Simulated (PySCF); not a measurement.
## Electronic structure of C5H10OSi in real space

Input file:

```
{"job": {"kind": "nmr", "xc": "PBE0", "basis": "pcSseg-1"}, "charge": 0, "multiplicity": 1}
C     -3.567681     0.651409    -0.320918
C     -2.262092     0.369959    -0.191208
C     -1.716017    -0.965552    -0.060843
C     -0.405340    -1.240103     0.068870
O      0.540731    -0.282049     0.088437
Si     2.200987    -0.496333     0.276711
C      2.949010     1.204807     0.249211
H     -3.922966     1.680071    -0.415681
H     -4.323081    -0.140729    -0.336231
H     -1.532992     1.187116    -0.179455
H     -2.403685    -1.815679    -0.065620
H     -0.057395    -2.277314     0.165510
H      2.457021    -1.202023     1.570275
H      2.712321    -1.353060    -0.837408
H      4.042941     1.149157     0.361388
H      2.547311     1.816896     1.070656
H      2.723898     1.710407    -0.701863
```

Run with:

```sh
OMP_NUM_THREADS=1 python probes_run.py task.json out
```

Geometry: PBE0-D3(BJ)/def2-SVP.

Level of theory: PySCF, PBE0/pcSseg-1, SCF density, gas phase, non-relativistic.

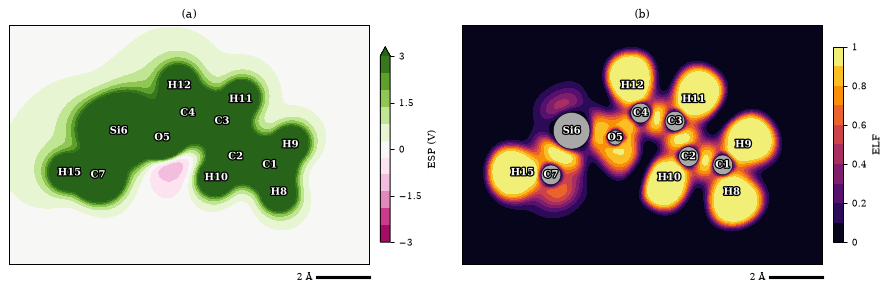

Figure 1. (a) electrostatic potential; (b) ELF on the plane of atoms Si6, C7 and H15. Grey discs cover the atomic cores in the ELF map.

**What do the fields say about this system?**

- Atoms in the plane: C, O, Si and H.
- C–C (1.34 Å): the ELF peaks at about 0.95 between the atoms: a short, multiple covalent bond.
- C–O (1.35 Å): the ELF peaks at about 0.90 between the atoms: a polar covalent bond.
- Si–O (1.68 Å): the ELF peaks at about 0.90 between the atoms: a polar covalent bond.
- C–Si (1.86 Å): the ELF peaks at about 0.95 between the atoms, as expected for a shared electron pair.
- C–H (1.09 Å): the ELF climbs to about 1 towards the hydrogen, as it does in any bond to H; an ordinary covalent bond to hydrogen.
- The ELF also peaks beside O5, away from the bonds: lone-pair regions.
- Outside the dense part of the molecule the potential is most negative (−1.3 V) near O5.

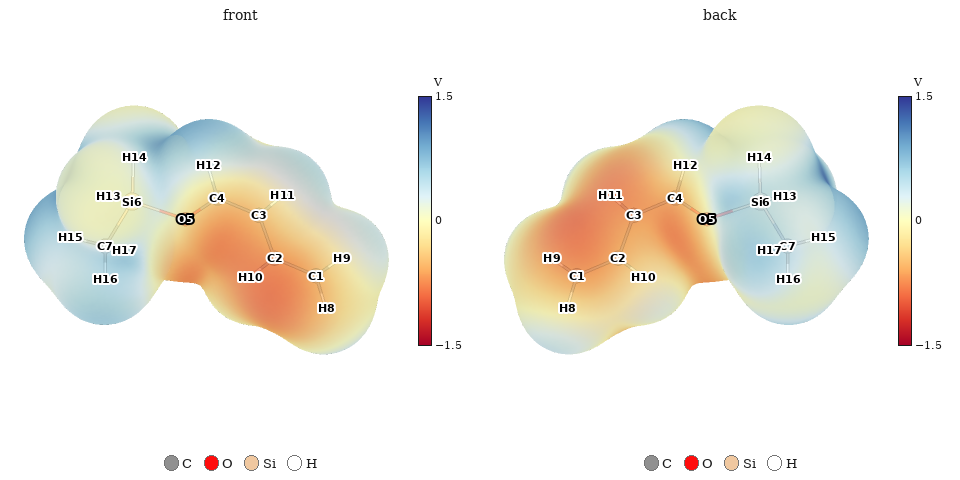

Figure 2. The molecular electrostatic potential painted on the density surface at 0.001 e/bohr³, seen from the front and from behind; the colour scale runs from red (negative) to blue (positive).

**Which sites attract a positive test charge, and which a negative one?**

A positive charge is drawn to the negative regions and a negative charge to the positive ones. The most negative region (about −0.9 V) lies over the π face of C1 and C2, the most positive (about +1.1 V) over Si6.

**What dipole moment does the calculation give?**

Its dipole moment is 1.87 D.
